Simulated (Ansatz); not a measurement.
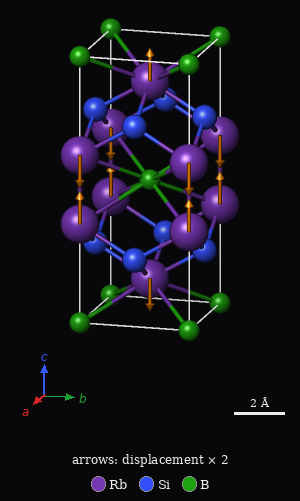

This is a relaxation of crystalline Rb2Si2B (built on the CaSi2Ni2 type) (coarse preliminary run). The starting structure is drawn; orange arrows show the displacements (the part carried along by the change of the cell is left out), magnified 2 times.

The picture is a ball-and-stick view of the conventional cell (2 times the calculation's cell), seen slightly off an axis. Lengths and directions refer to the drawn axes.

Case: CaSi2Ni2 type (I4/mmm, No. 139).

Computed with DFT PBE, scalar-relativistic, plane waves, PAW (Ansatz 0.2.0).

Input
```yaml
crystal:
  lattice:
    - [-2.2952859197, 2.2952859197, 5.5680976712]
    - [2.2952859197, -2.2952859197, 5.5680976712]
    - [2.2952859197, 2.2952859197, -5.5680976712]
  atoms:
    - { symbol: Rb, position: [0.3711, 0.3711, 0.0] }
    - { symbol: Rb, position: [0.6289, 0.6289, 0.0] }
    - { symbol: Si, position: [0.25, 0.75, 0.5] }
    - { symbol: Si, position: [0.75, 0.25, 0.5] }
    - { symbol: B, position: [0.0, 0.0, 0.0] }
basis:
  ecutwfc: 420
kpoints:
  mp_grid: { grid: [6, 6, 6] }
hamiltonian:
  xc: pbe
scf:
  occupations: { method: gaussian, width: 0.1 }
  lower_state_search: "off"
output:
  forces: true
  stress: true
  eigenvalues: true
relax:
  adjacent_minimum: "off"
  f_tol: 0.04
  max_steps: 70
  cell: { stress_tol: 0.4 }
```

Launched with:
```bash
ansatz run input.yaml --threads 1 --pin off --max-ram 2560MiB --backend cpu --events-out ev --progress --plain --runs-dir out
```

**Atoms of which element are displaced furthest, and by how much?**

Rubidium: up to 0.70 Å, against 0.00 Å for silicon.

**What did the optimiser do to the structure, and how much energy did it gain?**

The largest moves relative to the cell, 0.70 Å, are those of Rb1 and Rb2. Rb1 goes along +c. Si and B stay in place. The drawn cell changes as follows: a = b 4.591 → 3.536 Å (−23.0 %), c 11.136 → 21.586 Å (+93.8 %); the volume changes by +15.0 %. Some distances before and after: Rb1–Rb2 2.871 → 4.166 Å, Rb1–Si3 2.662 → 3.756 Å, Rb1–Rb1 4.591 → 3.536 Å, Si3–Si4 3.246 → 2.500 Å. Bonds break, among them: Rb1–Rb2 (2.87 → 4.17 Å). Among the angles between lasting bonds that change: Rb1–Si3–Rb1 119.1° → 56.2°, Rb1–Si3–Rb2 104.9° → 141.1°. The space group stays I4/mmm (No. 139). Over 22 accepted moves (24 points after the start) the energy falls by 1538 meV per atom. The largest force component goes from 3.9 to 0.0064 eV/Å. Pressure: 15.69 GPa at the start and −0.09 GPa at the end. The SCF was repeated twice at an unchanged geometry on a basis and grid sized afresh for the cell, which shifted the energy by 108 meV per atom at most.
